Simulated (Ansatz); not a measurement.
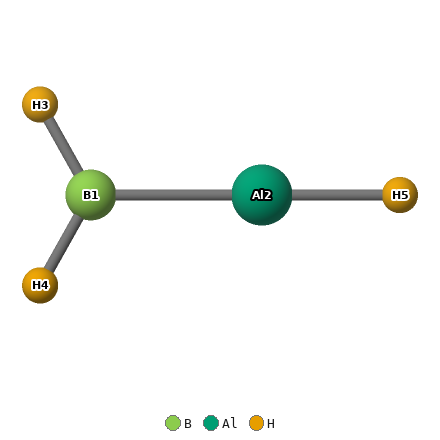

The system is AlBH3, SMILES [BH2][AlH], spin multiplicity 2; the picture shows the reference structure. First axis: bond length B1–Al2. Second axis: bond length Al2–H5. Nothing is relaxed (all other coordinates rigid). Grid: 15 × 15 points. All energies are given in kJ/mol relative to the relaxed molecule at the same level. Method: Ansatz 0.2.0, UKS SPW92 (LDA)/def2-TZVP.

Its coordinates:

```yaml
atoms:
  - { symbol: B, position_ang: [-0.2299, -0.8277, 0.1778] }
  - { symbol: Al, position_ang: [0.2893, 1.0420, -0.2235] }
  - { symbol: H, position_ang: [-1.2758, -1.0398, 0.7382] }
  - { symbol: H, position_ang: [0.5082, -1.7244, -0.1447] }
  - { symbol: H, position_ang: [0.7082, 2.5499, -0.5477] }
```

Range: bond length B1–Al2 from 1.625 to 2.972 Å; bond length Al2–H5 from 1.406 to 1.998 Å.

What landscape does the calculation give?

The lowest grid point is at bond length B1–Al2 = 2.010 Å, bond length Al2–H5 = 1.618 Å, 0.8 kJ/mol from the relaxed molecule at the same level. It is the only kind of minimum in the scanned range. The highest grid point, bond length B1–Al2 = 2.972 Å, bond length Al2–H5 = 1.998 Å, lies 261 kJ/mol above the lowest. Round the minimum the two coordinates are nearly uncoupled.

```
bond length Al2–H5 ↓, bond length B1–Al2 →  1.625  1.721  1.817  1.914  2.010  2.106  2.202  2.299  2.395  2.491  2.587  2.683  2.780  2.876  2.972
                                     1.998    198    123     80     61     58     66     81    101    124    147    171    195    219    241    261
                                     1.955    189    113     71     52     49     57     72     92    115    138    163    187    210    232    253
                                     1.913    180    105     62     43     40     48     63     83    106    130    155    179    202    225    246
                                     1.871    172     96     54     35     32     40     55     75     98    122    147    171    195    218    239
                                     1.829    164     89     46     27     24     32     48     68     91    115    140    164    188    211    232
                                     1.787    158     82     39     20     17     25     41     61     84    109    133    158    182    205    227
                                     1.744    152     76     33     14     11     19     35     55     78    103    128    153    177    200    222
                                     1.702    147     71     28      9      6     14     30     51     74     98    123    148    173    196    218
                                     1.660    144     68     25      5      3     11     27     47     71     95    120    145    170    193    215
                                     1.618    142     66     23      4      1      9     25     46     69     94    119    144    169    192    215
                                     1.575    143     66     23      4      1      9     25     46     69     94    120    145    170    193    216
                                     1.533    146     69     26      6      3     12     27     48     72     97    122    148    173    196    219
                                     1.491    151     74     31     11      8     17     33     54     77    102    128    153    178    202    225
                                     1.449    160     83     39     20     17     25     41     62     86    111    136    162    187    211    234
                                     1.406    173     95     52     32     29     38     53     74     98    123    149    175    200    224    247
```

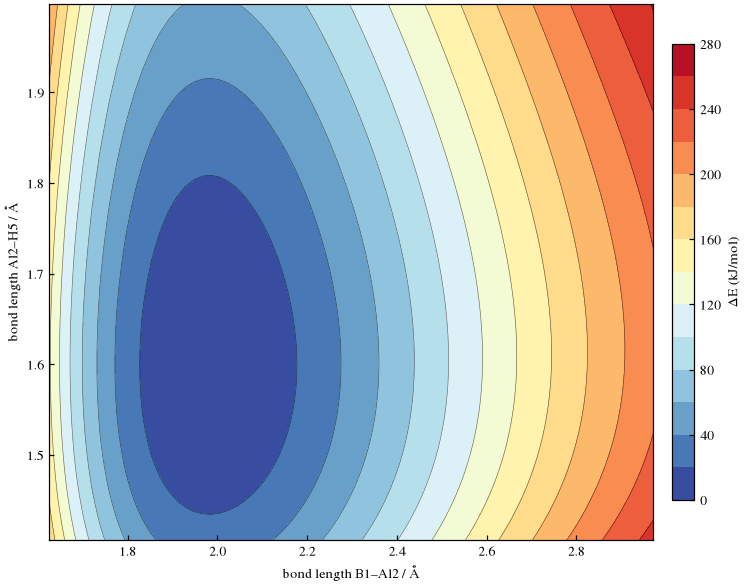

The picture shows filled contours. Between grid points the surface is interpolated.

Each point was launched as `ansatz run input.yaml --threads 1 --pin off --max-ram 2560MiB --backend cpu --events-out ev --progress --plain --runs-dir out`. The whole map (225 points run) took 6.5 min on 1 thread of Arm Neoverse V2, on a shared host.
